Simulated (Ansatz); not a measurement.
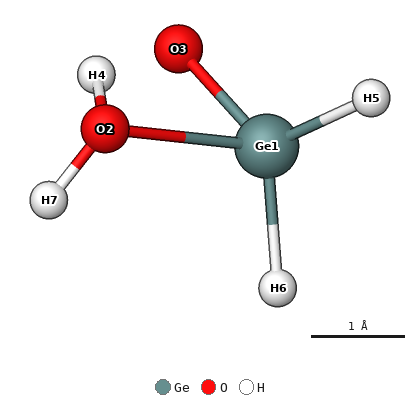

The starting structure (ball-and-stick view, seen at a tilt; atoms are numbered from 1 in the order of the input). Sticks mark near contacts. Bond lengths as drawn: Ge–H 1.56 Å, Ge–O 1.72 to 2.09 Å and H–O 0.98 to 1.13 Å.

**Molecular dynamics of GeH$_{4}$O$_{2}$ (part 1 of 5)**

GeH$_{4}$O$_{2}$, computed with RKS BLYP/def2-SVP (Ansatz 0.2.0).

It belongs to a series of runs on one base structure; here: dynamics from the highest image of the converged band. Figures and captions count atoms from 1; the log counts them from 0 in places.

## What the program printed
```
Engine: ansatz 0.2.0, aarch64-unknown-linux-gnu
Functional definition: BLYP
  parameter beta = 0.0042
  parameter a = 0.04918
  parameter b = 0.132
  parameter c = 0.2533
  parameter d = 0.349
  exchange = b88_x(beta = beta)
  correlation = lyp_c(a = a, b = b, c = c, d = d)
869 factors; their error is unknown
mean field evaluation 1: about -60654.7645 eV, gradient 8.3e1 eV
mean field evaluation 2: about -60466.8710 eV, gradient 2.2e2 eV
mean field evaluation 4: about -60665.5177 eV, gradient 2.8e1 eV
mean field evaluation 8: about -60666.9475 eV, gradient 1.7e-1 eV
mean field evaluation 16: about -60666.9033 eV, gradient 2.2e-4 eV
mean field -60666.90326681 eV, -2229.4675735514 hartree, gradient 3.8e-5 eV, S^2 0.000000; 0 other end points of the search recorded, 0 dependent functions left out
the calculation of the forces begins
reference -60666.90355618 eV, -2229.4675841854 hartree; 26, 26 occupied and 54, 54 virtual orbitals, 869 factors
md step     0: t =     0.00 fs  T =   100.0 K  F+E_penalty+E_count = -60666.90326681 eV  E_kin = 0.064630 eV  conserved = -60666.83863681 eV  (27 SCF iters)
these checks for a lower state are left out or cut short: starts, cluster_reference, orbital_swaps, neighbouring_geometries, increment
869 factors; their error is unknown
mean field -60666.90293091 eV, -2229.4675612073 hartree, gradient 1.3e-5 eV, S^2 0.000000; 0 other end points of the search recorded, 0 dependent functions left out
the calculation of the forces begins
reference -60666.90322041 eV, -2229.4675718460 hartree; 26, 26 occupied and 54, 54 virtual orbitals, 869 factors
md step     1: t =     0.50 fs  T =    99.5 K  F+E_penalty+E_count = -60666.90293091 eV  E_kin = 0.064296 eV  conserved = -60666.83863526 eV  (31 SCF iters)
[... from here on the SCF iterations and repeated set-up lines of each step are left out, up to the last step ...]
md step     2: t =     1.00 fs  T =    98.2 K  F+E_penalty+E_count = -60666.90210927 eV  E_kin = 0.063479 eV  conserved = -60666.83863019 eV  (31 SCF iters)
md step     3: t =     1.50 fs  T =    96.3 K  F+E_penalty+E_count = -60666.90088245 eV  E_kin = 0.062260 eV  conserved = -60666.83862260 eV  (31 SCF iters)
md step     4: t =     2.00 fs  T =    94.0 K  F+E_penalty+E_count = -60666.89937182 eV  E_kin = 0.060758 eV  conserved = -60666.83861368 eV  (30 SCF iters)
md step     5: t =     2.50 fs  T =    91.5 K  F+E_penalty+E_count = -60666.89771903 eV  E_kin = 0.059114 eV  conserved = -60666.83860489 eV  (29 SCF iters)
md step     6: t =     3.00 fs  T =    88.9 K  F+E_penalty+E_count = -60666.89606372 eV  E_kin = 0.057466 eV  conserved = -60666.83859744 eV  (31 SCF iters)
md step     7: t =     3.50 fs  T =    86.5 K  F+E_penalty+E_count = -60666.89452469 eV  E_kin = 0.055933 eV  conserved = -60666.83859210 eV  (30 SCF iters)
md step     8: t =     4.00 fs  T =    84.5 K  F+E_penalty+E_count = -60666.89318738 eV  E_kin = 0.054598 eV  conserved = -60666.83858928 eV  (31 SCF iters)
md step     9: t =     4.50 fs  T =    82.8 K  F+E_penalty+E_count = -60666.89209827 eV  E_kin = 0.053509 eV  conserved = -60666.83858880 eV  (30 SCF iters)
md step    10: t =     5.00 fs  T =    81.5 K  F+E_penalty+E_count = -60666.89126610 eV  E_kin = 0.052676 eV  conserved = -60666.83859049 eV  (31 SCF iters)
md step    11: t =     5.50 fs  T =    80.6 K  F+E_penalty+E_count = -60666.89066602 eV  E_kin = 0.052072 eV  conserved = -60666.83859378 eV  (30 SCF iters)
md step    12: t =     6.00 fs  T =    79.9 K  F+E_penalty+E_count = -60666.89024668 eV  E_kin = 0.051648 eV  conserved = -60666.83859831 eV  (31 SCF iters)
md step    13: t =     6.50 fs  T =    79.4 K  F+E_penalty+E_count = -60666.88993705 eV  E_kin = 0.051333 eV  conserved = -60666.83860359 eV  (31 SCF iters)
md step    14: t =     7.00 fs  T =    79.0 K  F+E_penalty+E_count = -60666.88965444 eV  E_kin = 0.051045 eV  conserved = -60666.83860895 eV  (31 SCF iters)
md step    15: t =     7.50 fs  T =    78.4 K  F+E_penalty+E_count = -60666.88931464 eV  E_kin = 0.050701 eV  conserved = -60666.83861373 eV  (31 SCF iters)
md step    16: t =     8.00 fs  T =    77.7 K  F+E_penalty+E_count = -60666.88884417 eV  E_kin = 0.050227 eV  conserved = -60666.83861712 eV  (31 SCF iters)
md step    17: t =     8.50 fs  T =    76.7 K  F+E_penalty+E_count = -60666.88819416 eV  E_kin = 0.049576 eV  conserved = -60666.83861796 eV  (28 SCF iters)
md step    18: t =     9.00 fs  T =    75.4 K  F+E_penalty+E_count = -60666.88735453 eV  E_kin = 0.048739 eV  conserved = -60666.83861585 eV  (31 SCF iters)
md step    19: t =     9.50 fs  T =    73.9 K  F+E_penalty+E_count = -60666.88636181 eV  E_kin = 0.047751 eV  conserved = -60666.83861065 eV  (32 SCF iters)
md step    20: t =    10.00 fs  T =    72.3 K  F+E_penalty+E_count = -60666.88529950 eV  E_kin = 0.046697 eV  conserved = -60666.83860296 eV  (32 SCF iters)
md step    21: t =    10.50 fs  T =    70.7 K  F+E_penalty+E_count = -60666.88428854 eV  E_kin = 0.045694 eV  conserved = -60666.83859430 eV  (32 SCF iters)
md step    22: t =    11.00 fs  T =    69.4 K  F+E_penalty+E_count = -60666.88346748 eV  E_kin = 0.044881 eV  conserved = -60666.83858602 eV  (24 SCF iters)
md step    23: t =    11.50 fs  T =    68.7 K  F+E_penalty+E_count = -60666.88296924 eV  E_kin = 0.044390 eV  conserved = -60666.83857947 eV  (23 SCF iters)
md step    24: t =    12.00 fs  T =    68.6 K  F+E_penalty+E_count = -60666.88289783 eV  E_kin = 0.044322 eV  conserved = -60666.83857589 eV  (23 SCF iters)
md step    25: t =    12.50 fs  T =    69.2 K  F+E_penalty+E_count = -60666.88331042 eV  E_kin = 0.044735 eV  conserved = -60666.83857575 eV  (23 SCF iters)
md step    26: t =    13.00 fs  T =    70.6 K  F+E_penalty+E_count = -60666.88420944 eV  E_kin = 0.045631 eV  conserved = -60666.83857889 eV  (24 SCF iters)
md step    27: t =    13.50 fs  T =    72.7 K  F+E_penalty+E_count = -60666.88554523 eV  E_kin = 0.046961 eV  conserved = -60666.83858458 eV  (24 SCF iters)
md step    28: t =    14.00 fs  T =    75.3 K  F+E_penalty+E_count = -60666.88722747 eV  E_kin = 0.048636 eV  conserved = -60666.83859164 eV  (24 SCF iters)
md step    29: t =    14.50 fs  T =    78.2 K  F+E_penalty+E_count = -60666.88914225 eV  E_kin = 0.050543 eV  conserved = -60666.83859912 eV  (24 SCF iters)
md step    30: t =    15.00 fs  T =    81.3 K  F+E_penalty+E_count = -60666.89116922 eV  E_kin = 0.052563 eV  conserved = -60666.83860613 eV  (31 SCF iters)
md step    31: t =    15.50 fs  T =    84.5 K  F+E_penalty+E_count = -60666.89319632 eV  E_kin = 0.054584 eV  conserved = -60666.83861194 eV  (30 SCF iters)
md step    32: t =    16.00 fs  T =    87.4 K  F+E_penalty+E_count = -60666.89513060 eV  E_kin = 0.056514 eV  conserved = -60666.83861631 eV  (30 SCF iters)
md step    33: t =    16.50 fs  T =    90.2 K  F+E_penalty+E_count = -60666.89690409 eV  E_kin = 0.058285 eV  conserved = -60666.83861867 eV  (31 SCF iters)
md step    34: t =    17.00 fs  T =    92.6 K  F+E_penalty+E_count = -60666.89847898 eV  E_kin = 0.059860 eV  conserved = -60666.83861905 eV  (31 SCF iters)
md step    35: t =    17.50 fs  T =    94.7 K  F+E_penalty+E_count = -60666.89984943 eV  E_kin = 0.061232 eV  conserved = -60666.83861735 eV  (30 SCF iters)
md step    36: t =    18.00 fs  T =    96.6 K  F+E_penalty+E_count = -60666.90104277 eV  E_kin = 0.062429 eV  conserved = -60666.83861371 eV  (31 SCF iters)
md step    37: t =    18.50 fs  T =    98.3 K  F+E_penalty+E_count = -60666.90211708 eV  E_kin = 0.063508 eV  conserved = -60666.83860872 eV  (28 SCF iters)
md step    38: t =    19.00 fs  T =    99.9 K  F+E_penalty+E_count = -60666.90315336 eV  E_kin = 0.064550 eV  conserved = -60666.83860306 eV  (30 SCF iters)
md step    39: t =    19.50 fs  T =   101.6 K  F+E_penalty+E_count = -60666.90424322 eV  E_kin = 0.065645 eV  conserved = -60666.83859782 eV  (29 SCF iters)
md step    40: t =    20.00 fs  T =   103.5 K  F+E_penalty+E_count = -60666.90547205 eV  E_kin = 0.066878 eV  conserved = -60666.83859404 eV  (30 SCF iters)
md step    41: t =    20.50 fs  T =   105.7 K  F+E_penalty+E_count = -60666.90690252 eV  E_kin = 0.068310 eV  conserved = -60666.83859258 eV  (29 SCF iters)
md step    42: t =    21.00 fs  T =   108.3 K  F+E_penalty+E_count = -60666.90856159 eV  E_kin = 0.069968 eV  conserved = -60666.83859373 eV  (29 SCF iters)
md step    43: t =    21.50 fs  T =   111.2 K  F+E_penalty+E_count = -60666.91043538 eV  E_kin = 0.071838 eV  conserved = -60666.83859723 eV  (29 SCF iters)
md step    44: t =    22.00 fs  T =   114.3 K  F+E_penalty+E_count = -60666.91247255 eV  E_kin = 0.073870 eV  conserved = -60666.83860238 eV  (29 SCF iters)
md step    45: t =    22.50 fs  T =   117.6 K  F+E_penalty+E_count = -60666.91459517 eV  E_kin = 0.075987 eV  conserved = -60666.83860825 eV  (30 SCF iters)
md step    46: t =    23.00 fs  T =   120.8 K  F+E_penalty+E_count = -60666.91671318 eV  E_kin = 0.078099 eV  conserved = -60666.83861387 eV  (30 SCF iters)
md step    47: t =    23.50 fs  T =   124.0 K  F+E_penalty+E_count = -60666.91873885 eV  E_kin = 0.080120 eV  conserved = -60666.83861869 eV  (30 SCF iters)
md step    48: t =    24.00 fs  T =   126.8 K  F+E_penalty+E_count = -60666.92059632 eV  E_kin = 0.081974 eV  conserved = -60666.83862216 eV  (28 SCF iters)
md step    49: t =    24.50 fs  T =   129.4 K  F+E_penalty+E_count = -60666.92222769 eV  E_kin = 0.083603 eV  conserved = -60666.83862487 eV  (29 SCF iters)
md step    50: t =    25.00 fs  T =   131.5 K  F+E_penalty+E_count = -60666.92359238 eV  E_kin = 0.084966 eV  conserved = -60666.83862674 eV  (30 SCF iters)
md step    51: t =    25.50 fs  T =   133.1 K  F+E_penalty+E_count = -60666.92466731 eV  E_kin = 0.086040 eV  conserved = -60666.83862689 eV  (29 SCF iters)
md step    52: t =    26.00 fs  T =   134.3 K  F+E_penalty+E_count = -60666.92545107 eV  E_kin = 0.086826 eV  conserved = -60666.83862541 eV  (28 SCF iters)
md step    53: t =    26.50 fs  T =   135.1 K  F+E_penalty+E_count = -60666.92596790 eV  E_kin = 0.087346 eV  conserved = -60666.83862188 eV  (29 SCF iters)
md step    54: t =    27.00 fs  T =   135.6 K  F+E_penalty+E_count = -60666.92627453 eV  E_kin = 0.087659 eV  conserved = -60666.83861590 eV  (30 SCF iters)
md step    55: t =    27.50 fs  T =   135.9 K  F+E_penalty+E_count = -60666.92646420 eV  E_kin = 0.087856 eV  conserved = -60666.83860806 eV  (29 SCF iters)
md step    56: t =    28.00 fs  T =   136.3 K  F+E_penalty+E_count = -60666.92666137 eV  E_kin = 0.088062 eV  conserved = -60666.83859931 eV  (29 SCF iters)
md step    57: t =    28.50 fs  T =   136.8 K  F+E_penalty+E_count = -60666.92700693 eV  E_kin = 0.088416 eV  conserved = -60666.83859085 eV  (29 SCF iters)
md step    58: t =    29.00 fs  T =   137.8 K  F+E_penalty+E_count = -60666.92763521 eV  E_kin = 0.089051 eV  conserved = -60666.83858449 eV  (28 SCF iters)
md step    59: t =    29.50 fs  T =   139.4 K  F+E_penalty+E_count = -60666.92864610 eV  E_kin = 0.090064 eV  conserved = -60666.83858182 eV  (29 SCF iters)
md step    60: t =    30.00 fs  T =   141.6 K  F+E_penalty+E_count = -60666.93008109 eV  E_kin = 0.091497 eV  conserved = -60666.83858370 eV  (28 SCF iters)
md step    61: t =    30.50 fs  T =   144.4 K  F+E_penalty+E_count = -60666.93191006 eV  E_kin = 0.093320 eV  conserved = -60666.83859001 eV  (28 SCF iters)
md step    62: t =    31.00 fs  T =   147.7 K  F+E_penalty+E_count = -60666.93403360 eV  E_kin = 0.095434 eV  conserved = -60666.83859952 eV  (29 SCF iters)
md step    63: t =    31.50 fs  T =   151.2 K  F+E_penalty+E_count = -60666.93630149 eV  E_kin = 0.097691 eV  conserved = -60666.83861030 eV  (29 SCF iters)
md step    64: t =    32.00 fs  T =   154.6 K  F+E_penalty+E_count = -60666.93854331 eV  E_kin = 0.099923 eV  conserved = -60666.83862013 eV  (29 SCF iters)
md step    65: t =    32.50 fs  T =   157.8 K  F+E_penalty+E_count = -60666.94060376 eV  E_kin = 0.101976 eV  conserved = -60666.83862728 eV  (27 SCF iters)
md step    66: t =    33.00 fs  T =   160.5 K  F+E_penalty+E_count = -60666.94237185 eV  E_kin = 0.103742 eV  conserved = -60666.83862970 eV  (28 SCF iters)
md step    67: t =    33.50 fs  T =   162.7 K  F+E_penalty+E_count = -60666.94380194 eV  E_kin = 0.105173 eV  conserved = -60666.83862850 eV  (27 SCF iters)
md step    68: t =    34.00 fs  T =   164.5 K  F+E_penalty+E_count = -60666.94491086 eV  E_kin = 0.106287 eV  conserved = -60666.83862404 eV  (27 SCF iters)
md step    69: t =    34.50 fs  T =   165.8 K  F+E_penalty+E_count = -60666.94576584 eV  E_kin = 0.107148 eV  conserved = -60666.83861808 eV  (27 SCF iters)
md step    70: t =    35.00 fs  T =   166.9 K  F+E_penalty+E_count = -60666.94645935 eV  E_kin = 0.107847 eV  conserved = -60666.83861217 eV  (27 SCF iters)
md step    71: t =    35.50 fs  T =   167.8 K  F+E_penalty+E_count = -60666.94708492 eV  E_kin = 0.108477 eV  conserved = -60666.83860782 eV  (27 SCF iters)
md step    72: t =    36.00 fs  T =   168.8 K  F+E_penalty+E_count = -60666.94771756 eV  E_kin = 0.109113 eV  conserved = -60666.83860455 eV  (26 SCF iters)
md step    73: t =    36.50 fs  T =   169.9 K  F+E_penalty+E_count = -60666.94840950 eV  E_kin = 0.109807 eV  conserved = -60666.83860269 eV  (26 SCF iters)
md step    74: t =    37.00 fs  T =   171.1 K  F+E_penalty+E_count = -60666.94919074 eV  E_kin = 0.110589 eV  conserved = -60666.83860174 eV  (27 SCF iters)
md step    75: t =    37.50 fs  T =   172.5 K  F+E_penalty+E_count = -60666.95007681 eV  E_kin = 0.111476 eV  conserved = -60666.83860130 eV  (27 SCF iters)
md step    76: t =    38.00 fs  T =   174.0 K  F+E_penalty+E_count = -60666.95107454 eV  E_kin = 0.112473 eV  conserved = -60666.83860130 eV  (26 SCF iters)
md step    77: t =    38.50 fs  T =   175.7 K  F+E_penalty+E_count = -60666.95218283 eV  E_kin = 0.113581 eV  conserved = -60666.83860214 eV  (26 SCF iters)
md step    78: t =    39.00 fs  T =   177.6 K  F+E_penalty+E_count = -60666.95338736 eV  E_kin = 0.114783 eV  conserved = -60666.83860429 eV  (26 SCF iters)
md step    79: t =    39.50 fs  T =   179.6 K  F+E_penalty+E_count = -60666.95465246 eV  E_kin = 0.116045 eV  conserved = -60666.83860755 eV  (29 SCF iters)
md step    80: t =    40.00 fs  T =   181.5 K  F+E_penalty+E_count = -60666.95591738 eV  E_kin = 0.117304 eV  conserved = -60666.83861297 eV  (27 SCF iters)
md step    81: t =    40.50 fs  T =   183.3 K  F+E_penalty+E_count = -60666.95709376 eV  E_kin = 0.118474 eV  conserved = -60666.83861954 eV  (27 SCF iters)
md step    82: t =    41.00 fs  T =   184.8 K  F+E_penalty+E_count = -60666.95807669 eV  E_kin = 0.119450 eV  conserved = -60666.83862622 eV  (28 SCF iters)
md step    83: t =    41.50 fs  T =   185.9 K  F+E_penalty+E_count = -60666.95876106 eV  E_kin = 0.120130 eV  conserved = -60666.83863140 eV  (27 SCF iters)
md step    84: t =    42.00 fs  T =   186.3 K  F+E_penalty+E_count = -60666.95906394 eV  E_kin = 0.120430 eV  conserved = -60666.83863391 eV  (26 SCF iters)
md step    85: t =    42.50 fs  T =   186.2 K  F+E_penalty+E_count = -60666.95894470 eV  E_kin = 0.120312 eV  conserved = -60666.83863287 eV  (26 SCF iters)
md step    86: t =    43.00 fs  T =   185.3 K  F+E_penalty+E_count = -60666.95841943 eV  E_kin = 0.119791 eV  conserved = -60666.83862807 eV  (26 SCF iters)
md step    87: t =    43.50 fs  T =   184.0 K  F+E_penalty+E_count = -60666.95756382 eV  E_kin = 0.118944 eV  conserved = -60666.83862014 eV  (26 SCF iters)
md step    88: t =    44.00 fs  T =   182.4 K  F+E_penalty+E_count = -60666.95650280 eV  E_kin = 0.117892 eV  conserved = -60666.83861034 eV  (26 SCF iters)
md step    89: t =    44.50 fs  T =   180.7 K  F+E_penalty+E_count = -60666.95538880 eV  E_kin = 0.116788 eV  conserved = -60666.83860095 eV  (26 SCF iters)
md step    90: t =    45.00 fs  T =   179.1 K  F+E_penalty+E_count = -60666.95437103 eV  E_kin = 0.115777 eV  conserved = -60666.83859360 eV  (25 SCF iters)
md step    91: t =    45.50 fs  T =   177.9 K  F+E_penalty+E_count = -60666.95356684 eV  E_kin = 0.114977 eV  conserved = -60666.83858960 eV  (26 SCF iters)
md step    92: t =    46.00 fs  T =   177.1 K  F+E_penalty+E_count = -60666.95304029 eV  E_kin = 0.114451 eV  conserved = -60666.83858949 eV  (26 SCF iters)
md step    93: t =    46.50 fs  T =   176.7 K  F+E_penalty+E_count = -60666.95279438 eV  E_kin = 0.114202 eV  conserved = -60666.83859279 eV  (26 SCF iters)
md step    94: t =    47.00 fs  T =   176.7 K  F+E_penalty+E_count = -60666.95277832 eV  E_kin = 0.114180 eV  conserved = -60666.83859814 eV  (26 SCF iters)
md step    95: t =    47.50 fs  T =   176.9 K  F+E_penalty+E_count = -60666.95290686 eV  E_kin = 0.114303 eV  conserved = -60666.83860435 eV  (27 SCF iters)
md step    96: t =    48.00 fs  T =   177.1 K  F+E_penalty+E_count = -60666.95308242 eV  E_kin = 0.114473 eV  conserved = -60666.83860992 eV  (26 SCF iters)
md step    97: t =    48.50 fs  T =   177.3 K  F+E_penalty+E_count = -60666.95321617 eV  E_kin = 0.114602 eV  conserved = -60666.83861411 eV  (27 SCF iters)
md step    98: t =    49.00 fs  T =   177.4 K  F+E_penalty+E_count = -60666.95324019 eV  E_kin = 0.114624 eV  conserved = -60666.83861660 eV  (26 SCF iters)
md step    99: t =    49.50 fs  T =   177.2 K  F+E_penalty+E_count = -60666.95311210 eV  E_kin = 0.114494 eV  conserved = -60666.83861795 eV  (26 SCF iters)
md step   100: t =    50.00 fs  T =   176.7 K  F+E_penalty+E_count = -60666.95281123 eV  E_kin = 0.114193 eV  conserved = -60666.83861800 eV  (26 SCF iters)
md step   101: t =    50.50 fs  T =   176.0 K  F+E_penalty+E_count = -60666.95233474 eV  E_kin = 0.113718 eV  conserved = -60666.83861707 eV  (26 SCF iters)
md step   102: t =    51.00 fs  T =   175.0 K  F+E_penalty+E_count = -60666.95169304 eV  E_kin = 0.113077 eV  conserved = -60666.83861567 eV  (30 SCF iters)
md step   103: t =    51.50 fs  T =   173.7 K  F+E_penalty+E_count = -60666.95090762 eV  E_kin = 0.112294 eV  conserved = -60666.83861405 eV  (27 SCF iters)
md step   104: t =    52.00 fs  T =   172.4 K  F+E_penalty+E_count = -60666.95001105 eV  E_kin = 0.111400 eV  conserved = -60666.83861093 eV  (28 SCF iters)
md step   105: t =    52.50 fs  T =   170.9 K  F+E_penalty+E_count = -60666.94905290 eV  E_kin = 0.110446 eV  conserved = -60666.83860670 eV  (27 SCF iters)
md step   106: t =    53.00 fs  T =   169.4 K  F+E_penalty+E_count = -60666.94809924 eV  E_kin = 0.109498 eV  conserved = -60666.83860164 eV  (27 SCF iters)
md step   107: t =    53.50 fs  T =   168.1 K  F+E_penalty+E_count = -60666.94722947 eV  E_kin = 0.108633 eV  conserved = -60666.83859644 eV  (26 SCF iters)
md step   108: t =    54.00 fs  T =   167.0 K  F+E_penalty+E_count = -60666.94652516 eV  E_kin = 0.107933 eV  conserved = -60666.83859205 eV  (28 SCF iters)
md step   109: t =    54.50 fs  T =   166.3 K  F+E_penalty+E_count = -60666.94605225 eV  E_kin = 0.107462 eV  conserved = -60666.83859031 eV  (26 SCF iters)
md step   110: t =    55.00 fs  T =   165.9 K  F+E_penalty+E_count = -60666.94583784 eV  E_kin = 0.107246 eV  conserved = -60666.83859212 eV  (27 SCF iters)
md step   111: t =    55.50 fs  T =   166.0 K  F+E_penalty+E_count = -60666.94585340 eV  E_kin = 0.107256 eV  conserved = -60666.83859756 eV  (28 SCF iters)
md step   112: t =    56.00 fs  T =   166.2 K  F+E_penalty+E_count = -60666.94601078 eV  E_kin = 0.107405 eV  conserved = -60666.83860618 eV  (27 SCF iters)
md step   113: t =    56.50 fs  T =   166.4 K  F+E_penalty+E_count = -60666.94617415 eV  E_kin = 0.107558 eV  conserved = -60666.83861597 eV  (27 SCF iters)
md step   114: t =    57.00 fs  T =   166.4 K  F+E_penalty+E_count = -60666.94618943 eV  E_kin = 0.107565 eV  conserved = -60666.83862481 eV  (28 SCF iters)
md step   115: t =    57.50 fs  T =   166.0 K  F+E_penalty+E_count = -60666.94591927 eV  E_kin = 0.107289 eV  conserved = -60666.83863073 eV  (27 SCF iters)
md step   116: t =    58.00 fs  T =   165.0 K  F+E_penalty+E_count = -60666.94527363 eV  E_kin = 0.106641 eV  conserved = -60666.83863238 eV  (27 SCF iters)
md step   117: t =    58.50 fs  T =   163.4 K  F+E_penalty+E_count = -60666.94422655 eV  E_kin = 0.105597 eV  conserved = -60666.83862956 eV  (27 SCF iters)
```
